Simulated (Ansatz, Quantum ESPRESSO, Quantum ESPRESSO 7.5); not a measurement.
## Charging Pb(111), 4 layers, one monolayer of F on fcc sites

Aim: potential against charge for Pb(111), 4 layers, one monolayer of F on fcc sites facing a metal electrode, and the capacitance that follows.

Program: Quantum ESPRESSO 7.5. Level of theory: plane-wave DFT, PBE, GBRV ultrasoft pseudopotentials (geometry by Ansatz 0.2.0 with PAW datasets; geometry under PBE). Results are calculated unless marked as measured.

### 1. Starting point

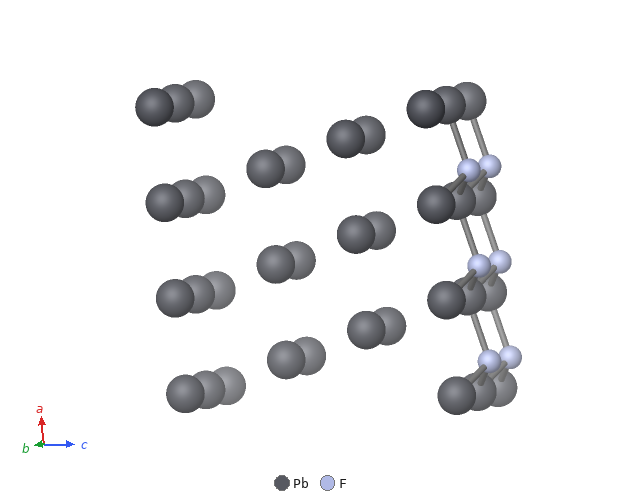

The cell as given, from the side, with the c axis across the page (lead dark grey, fluorine light blue). 3×2×1 cells are drawn. Bonds to atoms that aren't drawn are left out. Some periodic images of atoms are drawn too.

The cell holds 5 atoms: 4 Pb and 1 F. Cell: a = 3.500 Å, b = 3.500 Å, c = 26.574 Å, α = 90.0°, β = 90.0°, γ = 60.0°. It derives from Pb. Vacuum lies along c.

This run has no spin polarisation although its electron count is odd. A spin-polarised state was not tried and may lie lower.

### 2. Relaxation with Ansatz

The geometry comes first, from a plane-wave PAW code, so that the later runs on this slab share one structure.

input.yaml

```yaml
crystal:
  lattice:
    - [3.5001785669, 0.0, 0.0]
    - [1.7500892834, 3.0312435567, 0.0]
    - [0.0, 0.0, 26.5736514975]
  atoms:
    - { symbol: Pb, position: [0.0, 0.0, 0.2935238313] }
    - { symbol: Pb, position: [0.3333333333, 0.3333333333, 0.4010696021] }
    - { symbol: Pb, position: [0.6666666667, 0.6666666667, 0.5086153729] }
    - { symbol: Pb, position: [0.0, 0.0, 0.6161611436] }
    - { symbol: F, position: [0.3333333333, 0.3333333333, 0.6427704631] }
kpoints:
  mp_grid: { grid: [12, 12, 1] }
hamiltonian:
  xc: pbe
scf:
  occupations: { method: fermi_dirac, width: 0.1 }
  convergence: { dr2_threshold: 1.0e-08 }
efield:
  axis: 3
  dipole_correction: true
  ramp_position: 0.97
  ramp_width: 0.04
relax:
  f_tol: 0.01
  constraints: [{ sites: [0, 1] }]
output:
  write_potential: true
  write_density: true
  volumetric_format: npy
```

The run is started by

```bash
ansatz run input.yaml --threads 4 --pin off --max-ram 8192MiB --backend cpu --events-out ev --progress --plain --runs-dir out
```

Numbers of over 12 decimals in the logs are rounded to 6 here.

Output:

```text
Engine: ansatz 0.2.0, aarch64-unknown-linux-gnu
Pseudopotentials: kind: paw
Pseudopotential: Pb, paw, valence charge 14, recommended cutoff 420 eV (normal), Pb.paw.azcp
Pseudopotential: F, paw, valence charge 7, recommended cutoff 420 eV (normal), F.paw.azcp
Functional definition: PBE
  parameter kappa = 0.804
  parameter beta = 0.066725
  exchange = pbe_x(kappa = kappa, mu = beta*pi^2/3)
  correlation = pbe_c(beta = beta)
Crystal: 5 atoms, lattice volume = 281.944 Å³
Basis set: ecut = 420 eV, 5471 PW (Γ), exchange–correlation on 48×48×360 points (8 copies of the dense FFT grid, shifted against one another)
Bands: 38, of which v1, the nominal top of the filled ones, is band 32 counted from 1 (31 counted from 0)
Symmetry: 6 space group operations
Space group: P3m1 (ITA 156), of the structure as read, at distance tolerance 6.6e-5 Å
k-points: 19 of 144 (time reversal used)
Non-local potential: Pb, projectors of the file, l = 0: 2, l = 1: 2, l = 2: 2, l = 3: 2
Non-local potential: F, projectors of the file, l = 0: 2, l = 1: 2, l = 2: 1
PAW form: soft (Blöchl's): semilocal exchange-correlation on the pseudo side does not see the compensation charge
PAW one-centre angular grid: Pb, 590 points (default); XC on 64 Gauss nodes
PAW one-centre angular grid: F, 110 points (default); XC on 64 Gauss nodes
Initial density: superposition of atomic densities (neutral atoms: chi_scale 0, normalization atom), corrected by the library's trained network
Initial wavefunctions: pseudopotential atomic-orbital guess
Functional: x = pbe(κ = 0.804, μ = 0.219515), c = pbe(β = 0.066725)
SCF iter   1: F=—  HF=-48432.392469 eV  |F-HF|=—  |Δ(HF+E_count)|=         —  Δρ=5.18e-3  dr2=2.56e0  ethr=1.77e-3  p=0.102 e·Å  D=6.56e-2 V/Å  ΔV_dip=-1.74 eV  dr2_dipole=1.52e0  V_vac-E_F(+/−)=2.19/3.93 eV  ⟨swp⟩=9.5  Hψ=3904  notcnv=0
efield: sawtooth ramp at fractional position 0.9700 (set: `efield.ramp_position`, or a place that a band, a saddle search or an elastic batch's reference lends), width 0.0400; the density the first Hamiltonian is built on has a dipole p = 0.102 e·Å; the dipole correction subtracts the counter field D = 6.56e-2 V/Å, which shifts the + side's vacuum level by -1.74 eV against the − side's; the planar-averaged density in the ramp window peaks in size at 2.6e-5 e/Å³
preconditioner: auto → LDOS  [insulator: Δε(μ)=0.272 eV  Ē_g=15.611 eV  σ=0.100 eV  W_gap=0.58  n_scr=34 (ndim 8)  ℏωp=17.3 eV  f_vac=0.524  D(μ)=1.28/eV (n_scr^D=6)  ε∞_Penn≈2.2  β→1.0]
SCF iter   2: F=—  HF=-48432.366753 eV  |F-HF|=—  |Δ(HF+E_count)|=   2.57e-2  Δρ=5.20e-3  dr2=1.57e0  ethr=1.77e-3  p=-0.000 e·Å  D=-2.20e-4 V/Å  ΔV_dip=0.01 eV  dr2_dipole=8.73e-1  V_vac-E_F(+/−)=3.61/3.61 eV  ⟨swp⟩=3.0  Hψ=1032  notcnv=0  defer=6
SCF iter   3: F=—  HF=-48432.294064 eV  |F-HF|=—  |Δ(HF+E_count)|=   7.27e-2  Δρ=9.14e-4  dr2=3.44e-2  ethr=1.77e-3  p=0.039 e·Å  D=2.49e-2 V/Å  ΔV_dip=-0.66 eV  dr2_dipole=1.89e-2  V_vac-E_F(+/−)=3.12/3.78 eV  ⟨swp⟩=2.2  Hψ=919  notcnv=0  defer=3
SCF iter   4: F=—  HF=-48432.293407 eV  |F-HF|=—  |Δ(HF+E_count)|=   6.57e-4  Δρ=1.83e-4  dr2=2.62e-4  ethr=5.47e-5  p=0.050 e·Å  D=3.22e-2 V/Å  ΔV_dip=-0.85 eV  dr2_dipole=9.07e-5  V_vac-E_F(+/−)=2.99/3.85 eV  ⟨swp⟩=1.5  Hψ=780  notcnv=0  defer=4
SCF iter   5: F=—  HF=-48432.293468 eV  |F-HF|=—  |Δ(HF+E_count)|=   6.08e-5  Δρ=8.44e-5  dr2=1.04e-4  ethr=4.16e-7  p=0.048 e·Å  D=3.10e-2 V/Å  ΔV_dip=-0.82 eV  dr2_dipole=9.44e-7  V_vac-E_F(+/−)=3.02/3.84 eV  ⟨swp⟩=2.0  Hψ=1298  notcnv=0  defer=4
SCF iter   6: F=—  HF=-48432.293461 eV  |F-HF|=—  |Δ(HF+E_count)|=   6.53e-6  Δρ=2.87e-5  dr2=1.31e-5  ethr=1.66e-7  p=0.049 e·Å  D=3.14e-2 V/Å  ΔV_dip=-0.83 eV  dr2_dipole=2.60e-7  V_vac-E_F(+/−)=3.02/3.85 eV  ⟨swp⟩=2.1  Hψ=1116  notcnv=0  defer=4
SCF iter   7: F=—  HF=-48432.293435 eV  |F-HF|=—  |Δ(HF+E_count)|=   2.62e-5  Δρ=7.96e-6  dr2=7.60e-7  ethr=2.08e-8  p=0.049 e·Å  D=3.14e-2 V/Å  ΔV_dip=-0.83 eV  dr2_dipole=2.63e-7  V_vac-E_F(+/−)=3.02/3.85 eV  ⟨swp⟩=2.1  Hψ=797  notcnv=0  defer=4
SCF iter   8: F=—  HF=-48432.293470 eV  |F-HF|=—  |Δ(HF+E_count)|=   3.45e-5  Δρ=2.31e-6  dr2=2.88e-8  ethr=1.21e-9  p=0.049 e·Å  D=3.14e-2 V/Å  ΔV_dip=-0.83 eV  dr2_dipole=1.09e-10  V_vac-E_F(+/−)=3.02/3.85 eV  ⟨swp⟩=2.3  Hψ=1004  notcnv=0  defer=4
SCF iter   9: F=-48432.293470 eV  HF=-48432.293470 eV  |F-HF|=7.06e-9  |Δ(HF+E_count)|=   8.93e-9  Δρ=7.88e-7  dr2=5.18e-9  ethr=1.59e-11  p=0.049 e·Å  D=3.14e-2 V/Å  ΔV_dip=-0.83 eV  dr2_dipole=8.91e-11  V_vac-E_F(+/−)=3.02/3.85 eV  ⟨swp⟩=9.8  Hψ=5387  notcnv=0
SCF 1 converged in 9 iterations: F = -48432.293470 eV  dr2 = 5.18e-9
  greatest PAW one-centre occupation: 0.983 electrons in one spin orbital (limit 2), on the Pb atom at site 3 (counted from 0), in its partial waves of l = 2
relax step   1: F+E_penalty+E_count = -48432.29346971 eV  Δ(F+E_penalty+E_count) = +0.000e0 eV  max|allowed force component| = 3.562e0 eV/Å  Δτ_max = 0.0000 Å  (9 SCF iters, accepted)
Initial density: handed on by an earlier stage of this run
Initial wavefunctions: those handed on with the density
iter 1 solved again at ethr=1.53e-3 eV; its pass at ethr=3.10e-3 eV (dr2=9.63e-1 eV) is discarded
SCF iter   1: F=—  HF=-48433.352484 eV  |F-HF|=—  |Δ(HF+E_count)|=         —  Δρ=6.39e-3  dr2=9.74e-1  ethr=1.53e-3  p=0.049 e·Å  D=3.14e-2 V/Å  ΔV_dip=-0.83 eV  dr2_dipole=5.26e-1  V_vac-E_F(+/−)=3.13/3.96 eV  ⟨swp⟩=1.1  Hψ=3433  notcnv=0  defer=1
efield: sawtooth ramp at fractional position 0.9700 (set: `efield.ramp_position`, or a place that a band, a saddle search or an elastic batch's reference lends), width 0.0400; the density the first Hamiltonian is built on has a dipole p = 0.049 e·Å; the dipole correction subtracts the counter field D = 3.14e-2 V/Å, which shifts the + side's vacuum level by -0.83 eV against the − side's; the planar-averaged density in the ramp window peaks in size at 1.2e-6 e/Å³
preconditioner: auto → LDOS  [metal: Δε(μ)=0.121 eV  Ē_g=15.544 eV  σ=0.100 eV  W_gap=0.27  n_scr=34 (ndim 8)  ℏωp=17.3 eV  f_vac=0.525  D(μ)=1.69/eV (n_scr^D=8)  β→1.0]
SCF iter   2: F=—  HF=-48433.280092 eV  |F-HF|=—  |Δ(HF+E_count)|=   7.24e-2  Δρ=4.47e-3  dr2=1.97e-1  ethr=1.53e-3  p=-0.045 e·Å  D=-2.88e-2 V/Å  ΔV_dip=0.76 eV  dr2_dipole=7.46e-2  V_vac-E_F(+/−)=4.58/3.82 eV  ⟨swp⟩=3.6  Hψ=1427  notcnv=0  defer=4
SCF iter   3: F=—  HF=-48433.258416 eV  |F-HF|=—  |Δ(HF+E_count)|=   2.17e-2  Δρ=1.09e-3  dr2=6.14e-3  ethr=3.12e-4  p=-0.022 e·Å  D=-1.44e-2 V/Å  ΔV_dip=0.38 eV  dr2_dipole=6.58e-4  V_vac-E_F(+/−)=4.24/3.85 eV  ⟨swp⟩=2.1  Hψ=1542  notcnv=0  defer=6
[...]
SCF iter   9: F=-48433.604979 eV  HF=-48433.604979 eV  |F-HF|=2.68e-9  |Δ(HF+E_count)|=   4.17e-8  Δρ=6.96e-7  dr2=1.46e-9  ethr=1.59e-11  p=-0.115 e·Å  D=-7.41e-2 V/Å  ΔV_dip=1.97 eV  dr2_dipole=8.73e-11  V_vac-E_F(+/−)=5.83/3.86 eV  ⟨swp⟩=10.1  Hψ=5354  notcnv=0
SCF 3 converged in 9 iterations: F = -48433.604979 eV  dr2 = 1.46e-9
  greatest PAW one-centre occupation: 0.982 electrons in one spin orbital (limit 2), on the Pb atom at site 3 (counted from 0), in its partial waves of l = 2
relax step   3: F+E_penalty+E_count = -48433.60497887 eV  Δ(F+E_penalty+E_count) = -3.476e-1 eV  max|allowed force component| = 4.483e-1 eV/Å  Δτ_max = 0.1948 Å  (9 SCF iters, accepted)
[...]
relax step   4: F+E_penalty+E_count = -48433.69534001 eV  Δ(F+E_penalty+E_count) = -9.036e-2 eV  max|allowed force component| = 1.963e-1 eV/Å  Δτ_max = 0.1948 Å  (8 SCF iters, accepted)
[...]
relax step   5: F+E_penalty+E_count = -48433.74339632 eV  Δ(F+E_penalty+E_count) = -4.806e-2 eV  max|allowed force component| = 8.336e-2 eV/Å  Δτ_max = 0.1950 Å  (8 SCF iters, accepted)
[...]
relax step   6: F+E_penalty+E_count = -48433.76331440 eV  Δ(F+E_penalty+E_count) = -1.992e-2 eV  max|allowed force component| = 2.516e-2 eV/Å  Δτ_max = 0.2000 Å  (8 SCF iters, accepted)
SCF iter   1: F=—  HF=-48433.765572 eV  |F-HF|=—  |Δ(HF+E_count)|=         —  Δρ=1.40e-3  dr2=5.28e-3  ethr=9.08e-5  p=-0.135 e·Å  D=-8.68e-2 V/Å  ΔV_dip=2.31 eV  dr2_dipole=3.22e-4  V_vac-E_F(+/−)=6.15/3.85 eV  ⟨swp⟩=4.2  Hψ=2102  notcnv=0  defer=6
efield: sawtooth ramp at fractional position 0.9700 (set: `efield.ramp_position`, or a place that a band, a saddle search or an elastic batch's reference lends), width 0.0400; the density the first Hamiltonian is built on has a dipole p = -0.135 e·Å; the dipole correction subtracts the counter field D = -8.68e-2 V/Å, which shifts the + side's vacuum level by +2.31 eV against the − side's; the planar-averaged density in the ramp window peaks in size at 5.1e-7 e/Å³
preconditioner: auto → LDOS  [metal: Δε(μ)=0.057 eV  Ē_g=15.673 eV  σ=0.100 eV  W_gap=0.14  n_scr=34 (ndim 8)  ℏωp=17.6 eV  f_vac=0.498  D(μ)=1.90/eV (n_scr^D=8)  β→1.0]
SCF iter   2: F=—  HF=-48433.764822 eV  |F-HF|=—  |Δ(HF+E_count)|=   7.49e-4  Δρ=5.90e-4  dr2=2.93e-3  ethr=8.39e-6  p=-0.138 e·Å  D=-8.89e-2 V/Å  ΔV_dip=2.36 eV  dr2_dipole=9.89e-4  V_vac-E_F(+/−)=6.22/3.86 eV  ⟨swp⟩=2.1  Hψ=1473  notcnv=0  defer=6
SCF iter   3: F=—  HF=-48433.764392 eV  |F-HF|=—  |Δ(HF+E_count)|=   4.31e-4  Δρ=1.15e-4  dr2=1.90e-4  ethr=4.66e-6  p=-0.137 e·Å  D=-8.81e-2 V/Å  ΔV_dip=2.34 eV  dr2_dipole=7.16e-5  V_vac-E_F(+/−)=6.19/3.85 eV  ⟨swp⟩=2.0  Hψ=1268  notcnv=0  defer=6
SCF iter   4: F=—  HF=-48433.764401 eV  |F-HF|=—  |Δ(HF+E_count)|=   9.05e-6  Δρ=1.38e-4  dr2=6.01e-5  ethr=3.02e-7  p=-0.137 e·Å  D=-8.79e-2 V/Å  ΔV_dip=2.34 eV  dr2_dipole=7.48e-7  V_vac-E_F(+/−)=6.18/3.85 eV  ⟨swp⟩=2.3  Hψ=1337  notcnv=0  defer=6
SCF iter   5: F=—  HF=-48433.764361 eV  |F-HF|=—  |Δ(HF+E_count)|=   4.00e-5  Δρ=1.77e-5  dr2=1.48e-6  ethr=9.54e-8  p=-0.137 e·Å  D=-8.81e-2 V/Å  ΔV_dip=2.34 eV  dr2_dipole=4.76e-7  V_vac-E_F(+/−)=6.19/3.85 eV  ⟨swp⟩=2.1  Hψ=1319  notcnv=0  defer=6
SCF iter   6: F=—  HF=-48433.764394 eV  |F-HF|=—  |Δ(HF+E_count)|=   3.36e-5  Δρ=5.17e-6  dr2=6.10e-8  ethr=2.35e-9  p=-0.137 e·Å  D=-8.81e-2 V/Å  ΔV_dip=2.34 eV  dr2_dipole=1.50e-9  V_vac-E_F(+/−)=6.19/3.85 eV  ⟨swp⟩=2.6  Hψ=1369  notcnv=0  defer=6
SCF iter   7: F=—  HF=-48433.764395 eV  |F-HF|=—  |Δ(HF+E_count)|=   1.16e-7  Δρ=2.32e-6  dr2=2.52e-8  ethr=1.59e-11  p=-0.137 e·Å  D=-8.81e-2 V/Å  ΔV_dip=2.34 eV  dr2_dipole=8.32e-9  V_vac-E_F(+/−)=6.19/3.85 eV  ⟨swp⟩=10.7  Hψ=5615  notcnv=0
SCF iter   8: F=-48433.764395 eV  HF=-48433.764395 eV  |F-HF|=6.18e-10  |Δ(HF+E_count)|=  8.73e-11  Δρ=5.72e-7  dr2=9.89e-10  ethr=1.59e-11  p=-0.137 e·Å  D=-8.81e-2 V/Å  ΔV_dip=2.34 eV  dr2_dipole=2.15e-10  V_vac-E_F(+/−)=6.19/3.85 eV  ⟨swp⟩=7.8  Hψ=5009  notcnv=0
SCF 7 converged in 8 iterations: F = -48433.764395 eV  dr2 = 9.89e-10
relax step   7: F+E_penalty+E_count = -48433.76439453 eV  Δ(F+E_penalty+E_count) = -1.080e-3 eV  max|allowed force component| = 6.557e-3 eV/Å  Δτ_max = 0.0552 Å  (8 SCF iters, accepted)
NSCF: frozen V_eff on 19 k-points
the band table was solved once a step of the walk had ended and its energy, with any forces and stress, was formed, with the checks that follow a solve (3339 applications of the Hamiltonian). They found nothing against the state; the energy, forces and stress were not computed again (output.eigenvalues in the input reference)
WARN: The output density's exchange-correlation potential varies sharply where the density is thin. Do not read a vacuum level from v_tot or v_xc, or from such a field of the output density. On a cell that repeats whose density bears no net charge and no dipole along the vacuum's axis use v_es (v_loc + v_h of the components); under efield.dipole_correction with no amplitude use v_es + v_field, which holds any externa [...]
SCF converged after 8 iterations
Free energy (F): -48433.764395 eV
Harris-Foulkes:  -48433.764395 eV  (|F-HF|=6.18e-10)
Internal energy: -48433.698470 eV  (E = F + TS)
E sigma→0 (E₀):  -48433.731432 eV
Entropy (-TS):   -0.065924 eV (-13.185 meV/atom)
Fermi energy:    2.122658 eV
Dipole field:    D = -0.088102 V/Å  (p = -0.137273 e·Å, saw-weighted, corrected)
Work function:   Φ+ = 6.1875 eV   Φ− = 3.8463 eV
Levels:          The Fermi level and band energies are counted from a zero that moves with the ramp; work functions are not
--- Per-component energies (eV) ---
  E_band       = -696.268685
  E_kinetic    = 1358.680692
  E_local      = -45656.796783  (includes V_loc(G=0)·N_el)
  E_nonlocal   = 1471.986074
  E_hartree    = 22081.694035
  E_xc         = -962.004709
  E_vxc        = -630.796559  (∫ρ·V_xc dr)
  E_paw        = -41820.884554  (= ΣΔE_a)
  E_vpaw       = -1401.874320  (= ΣTr[D̂ρ^β])
  E_aug_tail   = 0.002230  (compensation charges beyond the density's cutoff)
  E_efield     = 0.006047  (sawtooth field / dipole correction)
  E_vefield    = -0.857699  (∫n·V_field dr)
  E_ewald      = 15093.618499
  E_smearing   = -0.065924  (= −TS)
  E_closure    = -0.000000  (closes the sum)
  Σ components = -48433.764395   (vs F -48433.764395, Δ=0.00e0)
--- Forces (eV/Å), atoms counted from 1 ---
  atom   1  Pb     0.00000000     0.00000000     0.01737131
  atom   2  Pb    -0.00000000    -0.00000000    -0.01948756
  atom   3  Pb    -0.00000000    -0.00000000    -0.00125866
  atom   4  Pb    -0.00000000    -0.00000000     0.00655706
  atom   5  F      0.00000000     0.00000000    -0.00316148
  max |Σ_I F_I| component: 2.07e-5 eV/Å
--- Band table (eV; the first three rows and the last of 19) ---
  k-point 0: bands = [... 28 lower, -0.8820, 1.1551, 3.5426, 5.4408, 6.4363, 7.6020, 8.0820, 8.0877, ... 2 higher]
  k-point 1: bands = [... 28 lower, -0.7531, 1.2848, 3.6466, 5.5360, 6.4902, 6.7732, 7.3176, 7.6154, ... 2 higher]
  k-point 2: bands = [... 28 lower, -0.3916, 1.6197, 3.8000, 4.6650, 5.1568, 5.7793, 6.1313, 6.6630, ... 2 higher]
  k-point 18: bands = [... 28 lower, -0.0206, 0.2012, 0.2054, 1.1035, 1.3013, 1.4601, 2.1495, 3.1306, ... 2 higher]
--- Relaxed structure (7 steps of the walk, 7 accepted, 0 SCFs on fresh bases) ---
  F+E_penalty+E_count = -48433.76439453 eV   max|allowed force component| = 6.557e-3 eV/Å
  atoms:
    - { symbol: Pb, position: [-1.4802973661453342e-17, -1.4802973661453342e-17, 0.2935238313] }
    - { symbol: Pb, position: [0.333333, 0.333333, 0.4010696021] }
    - { symbol: Pb, position: [0.666667, 0.666667, 0.513746] }
    - { symbol: Pb, position: [-1.4802973661453336e-17, -1.4802973661453355e-17, 0.629270] }
    - { symbol: F, position: [0.333333, 0.333333, 0.681708] }
```

It took 32 s on 4 threads of Arm Neoverse V2, shared host; peak memory 0.61 GiB.

Relaxation path:

| step | energy less that of the first step (eV) | largest force component (eV/Å) |
| --- | --- | --- |
| 1 | 0.0000 | 3.5615 |
| 2 | -0.9640 | 2.2610 |
| 3 | -1.3115 | 0.4483 |
| 4 | -1.4019 | 0.1963 |
| 5 | -1.4499 | 0.0834 |
| 6 | -1.4698 | 0.0252 |
| 7 | -1.4709 | 0.0066 |

Forces are held to the 6 operations that the run works with; a distortion that breaks them can't arise in this run.

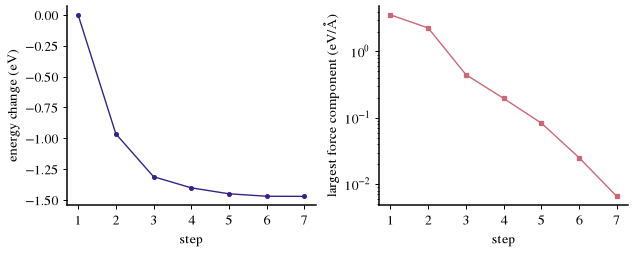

Energy and largest force along the relaxation.

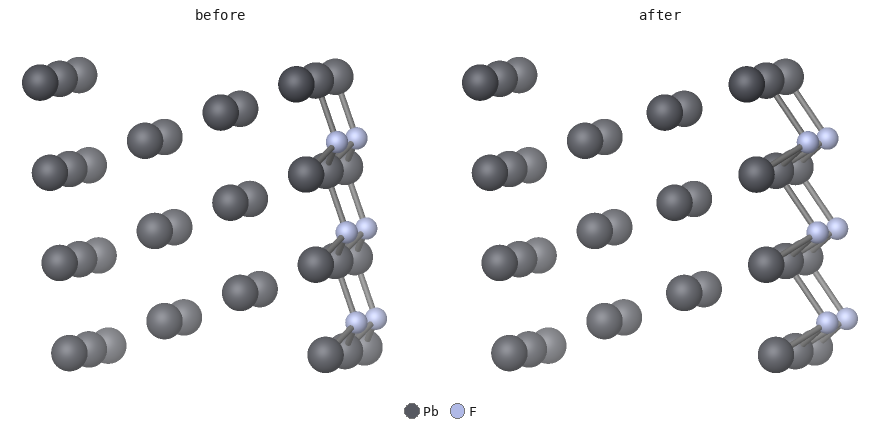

The structure before and after the relaxation, drawn at the same scale. Bonds to atoms that aren't drawn are left out.

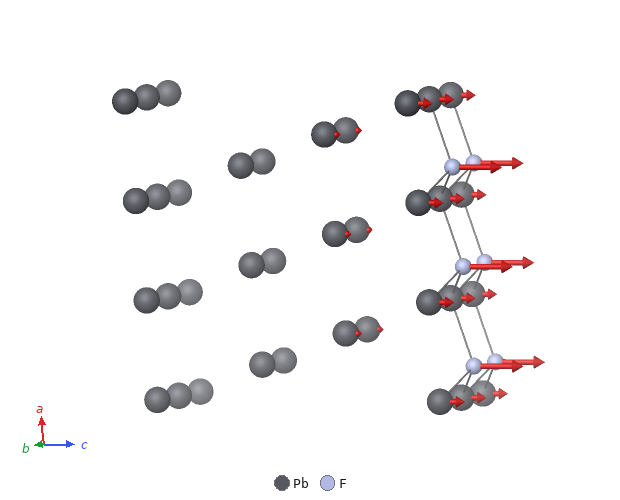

Displacements in the relaxation, exaggerated; the longest in the cell stands for 1.03 Å. Bonds to atoms that aren't drawn are left out. 3×2×1 cells are drawn. Some periodic images of atoms are drawn too.

The atoms that moved most (Å):

```
atom     dx     dy     dz  length
  F5  0.000  0.000  1.035   1.035
 Pb4  0.000  0.000  0.348   0.348
 Pb3  0.000  0.000  0.136   0.136
```

The relaxed structure:

```cif
data_structure
_symmetry_space_group_name_H-M 'P 1'
_symmetry_Int_Tables_number 1
_cell_length_a 3.5002
_cell_length_b 3.5002
_cell_length_c 26.5737
_cell_angle_alpha 90.000
_cell_angle_beta 90.000
_cell_angle_gamma 60.000
_cell_volume 281.94
loop_
_atom_site_label
_atom_site_type_symbol
_atom_site_fract_x
_atom_site_fract_y
_atom_site_fract_z
_atom_site_occupancy
Pb1 Pb 0.00000 0.00000 0.29352 1
Pb2 Pb 0.33333 0.33333 0.40107 1
Pb3 Pb 0.66667 0.66667 0.51375 1
Pb4 Pb 0.00000 0.00000 0.62927 1
F5 F 0.33333 0.33333 0.68171 1
```

The relaxation lowers the energy by 294 meV an atom. Held were the atoms numbered 1 and 2; the forces quoted are those on the free ones.

Read from the output:

| Property | Result |
| --- | --- |
| free energy | -48433.7644 eV |
| energy at zero smearing | -48433.7314 eV |
| smearing term TS | 0.06592 eV |
| Fermi energy | 2.123 eV |
| symmetry operations | 6 |
| work function of the upper face | 6.187 eV |
| work function of the lower face | 3.846 eV |
| dipole along the normal | -0.1373 e·Å |

(Continued in part 2 of 6.)

[Logs are printed without paths, hosts, clocks, repeated set-up lines and the standing remarks that a program may print on its own settings, such as how far it seeks lower states.]

[Hosts, paths, dates, database ids (printed as entryN), source tags and the programs' standing remarks are cut or masked in the printed files.]

[Maps of the electrostatic potential energy from Ansatz leave out the sawtooth potential of an applied field or a dipole correction, so their vacuum need not be flat; planar profiles and work functions include it.]
